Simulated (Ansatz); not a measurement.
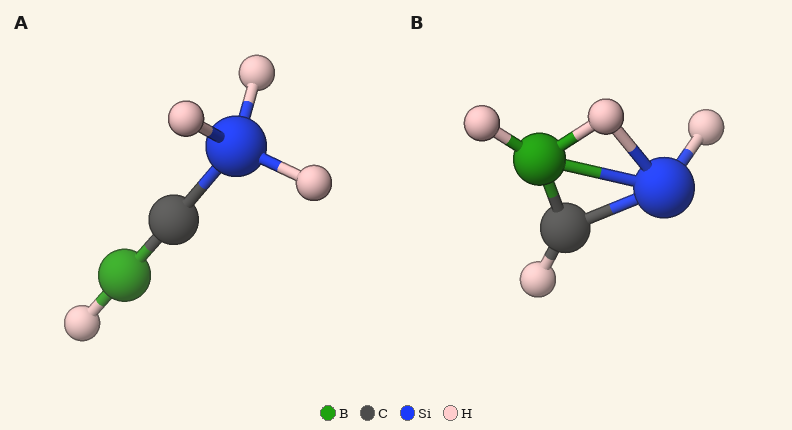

2 stationary structures of one formula. Charge 0, doublet. Geometries: PBE-D4/def2-SVP. Electronic energies: PBE-D4/def2-SVP (Ansatz 0.2.0), without zero-point energy. No frequency run is at hand to confirm each as a minimum. Each is one conformer, not always the lowest.

Question: Rank them by energy, lowest first.

Answer: B is lowest (C1); A lies 21.0 kcal/mol above it.
